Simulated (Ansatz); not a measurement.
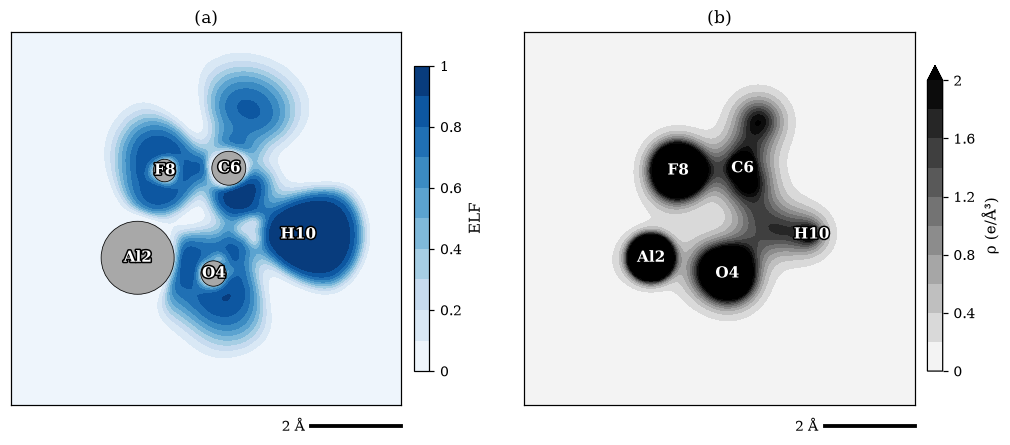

The picture shows: C$_{2}$H$_{2}$AlF$_{5}$O. (a) ELF; (b) electron density on the plane of atoms O4, Al2 and F8. Grey discs cover the atomic cores in the ELF map.

Geometry: PBE0-D4/def2-TZVP.

All numbers below come from Ansatz, RKS PBE0-D4/def2-TZVPP.

Input file:

```
crystal:
  periodic: [false, false, false]
  atoms:
    - {symbol: F, position_ang: [0.684387, -2.525448, 1.401180]}
    - {symbol: Al, position_ang: [1.068104, -1.345866, 0.333038]}
    - {symbol: F, position_ang: [2.007124, -1.731466, -0.956057]}
    - {symbol: O, position_ang: [0.988132, 0.293725, 0.847495]}
    - {symbol: C, position_ang: [0.180481, 1.143728, 0.119662]}
    - {symbol: C, position_ang: [-1.078095, 0.402456, -0.297077]}
    - {symbol: F, position_ang: [-1.668568, 0.865591, -1.374336]}
    - {symbol: F, position_ang: [-0.668881, -0.928987, -0.625133]}
    - {symbol: F, position_ang: [-1.969500, 0.249069, 0.657704]}
    - {symbol: H, position_ang: [-0.134233, 2.008869, 0.713808]}
    - {symbol: H, position_ang: [0.656350, 1.511429, -0.799683]}
basis:
  gaussian: {orbitals: def2-TZVPP}
hamiltonian: {xc: pbe0, dispersion: d4}
output: {orbitals: {seedname: orbitals}}
```

Run with:

```sh
ansatz run in.yaml --threads 2 --pin off --events-out ev --progress --plain --max-ram 32768MiB --backend cuda --devices 0, --max-vram 18GiB
```

> Describe what can be read from this map.

The plane passes through Al, O, C, F and H nuclei. Al–O (1.72 Å): ρ at the midpoint is about 0.88 e/Å³; the ELF peaks at about 0.90 in the valence shell of O, 0.6 Å from its nucleus, and is about 0.40 at the midpoint. C–F (1.43 Å): ρ at the midpoint is about 1.8 e/Å³, with its minimum of 1.5 e/Å³ about 0.5 Å from C; the ELF peaks at about 0.85 between the atoms: a polar covalent bond. The ELF also peaks beside O4, F8 and F7, away from the bonds: lone-pair regions.
